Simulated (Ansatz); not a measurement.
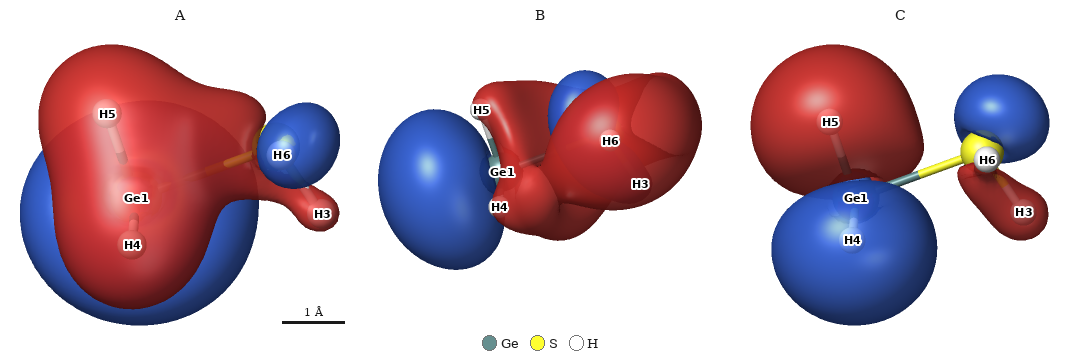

Figure 1: GeH4S. Three frontier orbitals at ±0.06 Å⁻³ᐟ² (blue and red are the two phases), in no order.

The product side of a reaction path; geometry: PBE0-D4/def2-TZVP.

Method: RKS PBE0-D4/def2-TZVPP (Ansatz 0.2.0).

Input file:

```
crystal:
  periodic: [false, false, false]
  atoms:
    - {symbol: Ge, position_ang: [-1.262277, 0.444823, -0.660224]}
    - {symbol: S, position_ang: [0.994223, 0.574592, 0.432091]}
    - {symbol: H, position_ang: [1.803176, 0.485773, -0.637619]}
    - {symbol: H, position_ang: [-1.053456, -1.127036, -0.814951]}
    - {symbol: H, position_ang: [-1.768643, 0.295872, 0.843471]}
    - {symbol: H, position_ang: [1.286877, -0.673925, 0.837131]}
basis:
  gaussian: {orbitals: def2-TZVPP}
hamiltonian: {xc: pbe0, dispersion: d4}
output: {orbitals: {seedname: orbitals}}
```

Launched as:

```sh
ansatz run in.yaml --threads 2 --pin off --events-out ev --progress --plain --max-ram 4352MiB
```

### Order the three orbitals by energy and name them.

C is the HOMO−1 (−8.11 eV). It lies mainly on Ge1 (about 40 %), H4 (about 25 %), H5 (about 25 %) and S2 (about 5 %). A is the HOMO (−6.05 eV). By Hirshfeld shares it lies mainly on Ge1 (about 75 %), H4 (about 10 %) and H5 (about 10 %). B is the LUMO (−0.84 eV). It lies mainly on Ge1 (about 55 %), S2 (about 25 %) and H6 (about 10 %).

### What is the HOMO–LUMO gap?

5.21 eV between the orbital energies.
